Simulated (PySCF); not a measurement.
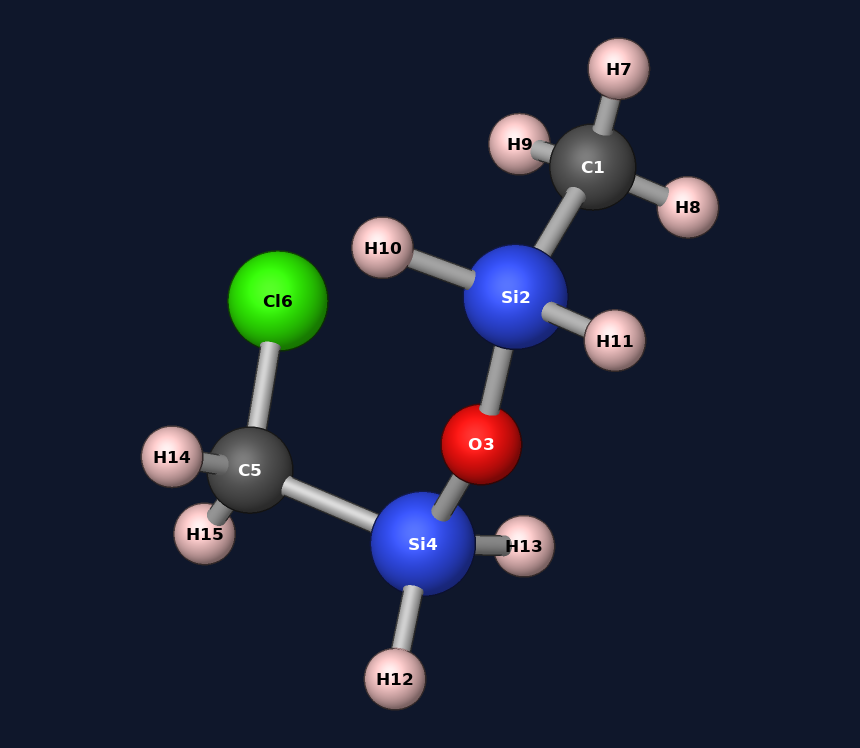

The computed structure is the end point of a GFN2-xTB optimisation. No frequency run is at hand to confirm it as a minimum. Level of theory: GIAO PBE0/pcSseg-1 NMR shielding, non-relativistic, gas phase (PySCF 2.14.0). Principal shieldings σ11 ≤ σ22 ≤ σ33, span Ω = σ33 − σ11, skew κ = 3(σiso − σ22)/Ω.

### Which Si atom has the most anisotropic shielding?

Si2, with a span of 98 ppm.

Give the shielding tensors of the Si atoms.

```json
{"atom": "Si2", "σ11": "315.0", "σ22": "371.2", "σ33": "412.9", "σiso": "366.4", "Ω": "97.9", "κ": "−0.15"}
{"atom": "Si4", "σ11": "346.6", "σ22": "368.7", "σ33": "420.4", "σiso": "378.6", "Ω": "73.8", "κ": "0.40"}
```

Shieldings and span in ppm.

The geometry is semi-empirical. Around Si such bond lengths and angles can be off by a tenth of an ångström or more and by several degrees, and values that hang on the shape move with them.
